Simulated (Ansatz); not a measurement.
Convergence study of the k-point mesh at a smearing width of 0.05 eV for AlNi (Cmm2, 2 atoms in the cell)

```
AlNi
1.0
    1.93288    -1.94733     0.00000
    1.93288     1.94733     0.00000
    0.00000     0.00000     3.09013
Al Ni
1 1
Direct
  0.00000   0.00000   0.01618
  0.50000   0.50000   0.50000
```

Computed with PBEsol, default PAW files made with PBE (plane waves; Ansatz, a program for electronic structure).

Base settings: basis.ecutwfc = 420 eV; kpoints.mp_grid.grid = 12 12 11; hamiltonian.xc = pbesol; hamiltonian.pseudopotentials = {kind: paw} (the program's default PAW files); scf.occupations.method = gaussian; scf.occupations.width = 0.1 eV.

In this ladder: scf.occupations.width = 0.05 eV.

The second cell is the first with its lattice scaled by 0.98.

Only quantities that move along the ladder and can be compared are tabulated.

The count of work is k-points × plane waves × bands × iterations; it is no time. 

The starting cell comes from a database of computed structures (which also holds hypothetical and non-ambient phases and stackings), without a prior relaxation at this level. Its lattice was rescaled by up to half a per cent. One atom was moved a little off its site on purpose. Spin polarisation is off. Ansatz's pressure includes its estimate of the finite-basis (Pulay) stress.

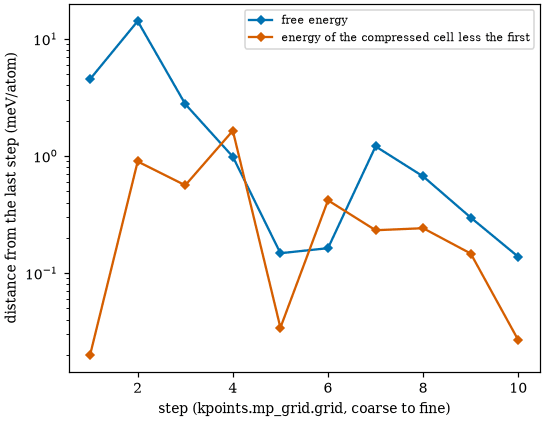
Figure. Distance from the last step along the ladder; very small values are drawn at a floor.

| kpoints.mp_grid.grid | free energy less the last step's (meV/atom) | energy of the compressed cell less the first (meV/atom) | pressure (GPa) | count of work / last |
|---|---|---|---|---|
| 4 4 4 | 4.53 | 34.58 | 2.23 | 0.0077 |
| 5 5 5 | 14.17 | 33.69 | 1.97 | 0.0098 |
| 6 6 6 | -2.77 | 34.03 | 2.06 | 0.019 |
| 7 7 7 | -0.99 | 36.23 | 2.52 | 0.023 |
| 9 9 8 | -0.15 | 34.55 | 2.20 | 0.046 |
| 11 11 10 | -0.16 | 34.17 | 2.07 | 0.079 |
| 13 13 12 | 1.21 | 34.82 | 2.23 | 0.13 |
| 16 16 14 | 0.67 | 34.35 | 2.13 | 0.21 |
| 19 19 17 | 0.30 | 34.44 | 2.15 | 0.33 |
| 23 23 21 | 0.14 | 34.61 | 2.18 | 0.58 |
| 28 28 25 | 0.00 | 34.59 | 2.18 | 1.0 |

Coarsest kpoints.mp_grid.grid that holds the free energy within 5 meV/atom of the last step, with all finer ones: 6 6 6, at 0.019 of the last step's count of work; the step before is off by 14 meV/atom.

Coarsest kpoints.mp_grid.grid that holds the energy of the compressed cell less the first within 0.5 meV/atom of the last step, with all finer ones: 9 9 8, at 0.046 of the last step's count of work; the step before is off by 1.6 meV/atom.

The energy difference between the two cells stays within 1 meV/atom of the last step's from 9 9 8 on, the total only from 16 16 14 on: much of the error is common to both cells and cancels.

Keys are those of Ansatz 0.2.
